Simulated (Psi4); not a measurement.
# AsH3 (SMILES [H][As]([H])[H]): wB97M-V/6-31G(d) (spherical functions, sweep point 6)

Aim: the vertical ionisation energy of AsH3 at wB97M-V/6-31G* (spherical functions, sweep point 6), from 2 runs. The job is set up through a Python script.

The calculation is run with Psi4 1.11.

4 further runs of the same task are left out: 4 set aside as unsound or not needed.

## (1) The system as given

The species is AsH3 (4 atoms), meant as a singlet with charge 0. SMILES: `[H][As]([H])[H]`. Geometry: a GFN2-xTB relaxation, a rough one for these elements and not checked as a minimum.

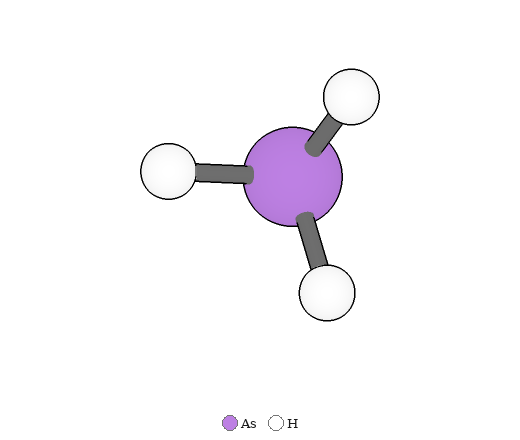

The structure, seen from a chosen angle (arsenic purple, hydrogen white).

## (2) The energy at wB97M-V/6-31G(d) (spherical functions, sweep point 6)

Contents of job.py:

```python
import psi4

psi4.set_memory('1600 MB')
psi4.set_num_threads(1)
psi4.set_output_file('output.dat', False)

mol = psi4.geometry("""
As    -0.00825810     0.01046908     1.23960365
H      2.29888963    -0.05612487    -0.39296855
H     -1.10129459     2.00515060    -0.43905897
H     -1.18933693    -1.95951371    -0.40757613
units bohr
symmetry c1
""")

psi4.set_options({
    'basis': '6-31G*',
    'reference': 'rks',
    'puream': True,
    'scf_type': 'pk',
    'dft_radial_points': 99,
    'dft_spherical_points': 590,
})

energy_value, wavefunction = psi4.energy('wb97m-v', return_wfn=True)
print('E =', round(energy_value, 9))
for k, v in sorted(psi4.core.scalar_variables().items()):
    print(f'{k:45s} {v:18.10f}')
```

Run with:

```
$ python job.py
```

output.dat (excerpt; [...] marks lines left out):

```text
[...]
  Running in c1 symmetry.
[...]
  Nuclear repulsion =   35.776758224529289
[...]
  Multiplicity = 1
[...]
  Nalpha       = 18
  Nbeta        = 18
[...]
    Number of basis functions: 38
[...]
   @RKS iter   1: -2236.14863211848115   -2.22683e+00   6.41551e-02 DIIS/ADIIS
[...]
   @RKS iter   7: -2237.22477591956476   -9.98039e-08   9.24001e-07 DIIS
[...]
    Orbital Energies [Eh]
    ---------------------
    Doubly Occupied:
       1A   -426.445048     2A    -54.143218     3A    -48.312828
       4A    -48.312828     5A    -48.311626     6A     -7.190032
       7A     -5.208361     8A     -5.208353     9A     -5.203616
      10A     -1.748602    11A     -1.748594    12A     -1.745027
      13A     -1.745012    14A     -1.742550    15A     -0.758761
      16A     -0.456421    17A     -0.455857    18A     -0.370081
[...]
  @RKS Final Energy: -2237.22477591956476
   => Energetics <=
    Nuclear Repulsion Energy =             35.7767582245292886
    One-Electron Energy =               -3186.6552331167731609
    Two-Electron Energy =                 980.3308607899343770
    DFT Exchange-Correlation Energy =     -66.8277525254850389
    Empirical Dispersion Energy =           0.0000000000000000
    VV10 Nonlocal Energy =                  0.1505907082297680
    Total Energy =                      -2237.2247759195647632
[...]
 Multipole Moments:
 ------------------------------------------------------------------------------------
     Multipole            Electronic (a.u.)      Nuclear  (a.u.)        Total (a.u.)
 ------------------------------------------------------------------------------------
 L = 1.  Multiply by 2.5417464519 to convert [e a0] to [Debye]
 Dipole X            :         -0.0153470            0.0176566            0.0023095
 Dipole Y            :          0.0204873           -0.0223939           -0.0019067
 Dipole Z            :          2.4176588           -2.6503826           -0.2327238
 Magnitude           :                                                    0.2327431
[...]
```

On the terminal:

```text
E = -2237.22477592
CURRENT ENERGY                                  -2237.2247759196
CURRENT REFERENCE ENERGY                        -2237.2247759196
DD SOLVATION ENERGY                                 0.0000000000
DFT FUNCTIONAL TOTAL ENERGY                     -2237.2247759196
DFT TOTAL ENERGY                                -2237.2247759196
DFT VV10 ENERGY                                     0.1505907082
DFT XC ENERGY                                     -66.8277525255
GRID ELECTRONS ALPHA                               17.9999999521
GRID ELECTRONS BETA                                17.9999999521
GRID ELECTRONS TOTAL                               35.9999999042
NUCLEAR REPULSION ENERGY                           35.7767582245
ONE-ELECTRON ENERGY                             -3186.6552331168
PCM POLARIZATION ENERGY                             0.0000000000
PE ENERGY                                           0.0000000000
SCF ITERATION ENERGY                            -2237.2247759196
SCF ITERATIONS                                      7.0000000000
SCF TOTAL ENERGY                                -2237.2247759196
TWO-ELECTRON ENERGY                               980.3308607899
XC GRID RADIAL POINTS                              99.0000000000
XC GRID SPHERICAL POINTS                          590.0000000000
XC GRID TOTAL POINTS                           223614.0000000000
```

It took 27 s on 1 thread of Intel Xeon Platinum 8375C at 2.90GHz (Ice Lake), shared host; peak memory 0.74 GiB.

## (3) The doublet cation, same level

Contents of job.py:

```python
import psi4

psi4.set_memory('1600 MB')
psi4.set_num_threads(1)
psi4.core.set_output_file('ash3.out', False)

molecule = psi4.geometry("""
1 2
As    -0.00825810     0.01046908     1.23960365
H      2.29888963    -0.05612487    -0.39296855
H     -1.10129459     2.00515060    -0.43905897
H     -1.18933693    -1.95951371    -0.40757613
units au
symmetry c1
""")

psi4.set_options({
    'basis': '6-31G*',
    'reference': 'uks',
    'puream': True,
    'scf_type': 'pk',
    'dft_radial_points': 99,
    'dft_spherical_points': 590,
    'maxiter': 150,
})

result = psi4.energy("wb97m-v", molecule=molecule)
print(f'wb97m-v energy: {result:.10f} Eh')
for k, v in sorted(psi4.core.scalar_variables().items()):
    print(f'{k:45s} {v:18.10f}')
```

Run with:

```
$ python job.py
```

ash3.out (excerpt; [...] marks lines left out):

```text
[...]
  Running in c1 symmetry.
[...]
  Nuclear repulsion =   35.776758224529289
[...]
  Multiplicity = 2
[...]
  Nalpha       = 18
  Nbeta        = 17
[...]
    Number of basis functions: 38
[...]
   @UKS iter   1: -2235.96297350898203   -2.04117e+00   6.21314e-02 ADIIS/DIIS
[...]
   @UKS iter   9: -2236.83760272101927   -8.97762e-09   4.58511e-07 DIIS
[...]
   @S^2 Observed:                7.511513719E-01
[...]
    Orbital Energies [Eh]
    ---------------------
    Alpha Occupied:
       1A   -426.789003     2A    -54.485225     3A    -48.656734
       4A    -48.654165     5A    -48.654164     6A     -7.532546
       7A     -5.553936     8A     -5.547032     9A     -5.547026
      10A     -2.091192    11A     -2.091035    12A     -2.091015
      13A     -2.084420    14A     -2.084406    15A     -1.075005
      16A     -0.748143    17A     -0.747476    18A     -0.713158
    Alpha Virtual:
      19A     -0.165135    20A     -0.164861    21A     -0.069225
      22A      0.041235    23A      0.057830    24A      0.058003
      25A      0.137012    26A      0.249984    27A      0.265936
[...]
  @UKS Final Energy: -2236.83760272101927
   => Energetics <=
    Nuclear Repulsion Energy =             35.7767582245292886
    One-Electron Energy =               -3174.6931738376615613
    Two-Electron Energy =                 968.6181872880183619
    DFT Exchange-Correlation Energy =     -66.6871761834723742
    Empirical Dispersion Energy =           0.0000000000000000
    VV10 Nonlocal Energy =                  0.1478017875670874
    Total Energy =                      -2236.8376027210192660
[...]
 Multipole Moments:
 ------------------------------------------------------------------------------------
     Multipole            Electronic (a.u.)      Nuclear  (a.u.)        Total (a.u.)
 ------------------------------------------------------------------------------------
 L = 1.  Multiply by 2.5417464519 to convert [e a0] to [Debye]
 Dipole X            :         -0.0152137            0.0176566            0.0024428
 Dipole Y            :          0.0203581           -0.0223939           -0.0020358
 Dipole Z            :          2.3925743           -2.6503826           -0.2578082
 Magnitude           :                                                    0.2578278
[...]
```

The script printed:

```text
wb97m-v energy: -2236.8376027210 Eh
CURRENT ENERGY                                  -2236.8376027210
CURRENT REFERENCE ENERGY                        -2236.8376027210
DD SOLVATION ENERGY                                 0.0000000000
DFT FUNCTIONAL TOTAL ENERGY                     -2236.8376027210
DFT TOTAL ENERGY                                -2236.8376027210
DFT VV10 ENERGY                                     0.1478017876
DFT XC ENERGY                                     -66.6871761835
GRID ELECTRONS ALPHA                               17.9999999603
GRID ELECTRONS BETA                                17.0000000097
GRID ELECTRONS TOTAL                               34.9999999700
NUCLEAR REPULSION ENERGY                           35.7767582245
ONE-ELECTRON ENERGY                             -3174.6931738377
PCM POLARIZATION ENERGY                             0.0000000000
PE ENERGY                                           0.0000000000
SCF ITERATION ENERGY                            -2236.8376027210
SCF ITERATIONS                                      9.0000000000
SCF TOTAL ENERGY                                -2236.8376027210
TWO-ELECTRON ENERGY                               968.6181872880
XC GRID RADIAL POINTS                              99.0000000000
XC GRID SPHERICAL POINTS                          590.0000000000
XC GRID TOTAL POINTS                           223614.0000000000
```

It took 38 s on 1 thread of Intel Xeon Platinum 8375C at 2.90GHz (Ice Lake), shared host; peak memory 0.74 GiB.

## (4) Summary of results

At wB97M-V/6-31G* (spherical functions, sweep point 6):

```
                                          quantity           value
                        singlet AsH3: total energy  -2237.22478 Eh
                       singlet AsH3: dipole moment          0.59 D
                         singlet AsH3: HOMO energy       -10.07 eV
                         singlet AsH3: LUMO energy         2.92 eV
                       singlet AsH3: HOMO–LUMO gap        12.99 eV
                      doublet cation: total energy  -2236.83760 Eh
doublet cation: HOMO energy (highest over α and β)       -19.41 eV
 doublet cation: LUMO energy (lowest over α and β)       -11.08 eV
                              doublet cation: ⟨S²⟩           0.751
vertical ionisation energy (to the doublet cation)       10.536 eV
```

Removing an electron at fixed nuclei costs 10.54 eV (1017 kJ/mol). −ε(HOMO) before ionisation, 10.07 eV, is 0.47 eV below this ionisation energy.
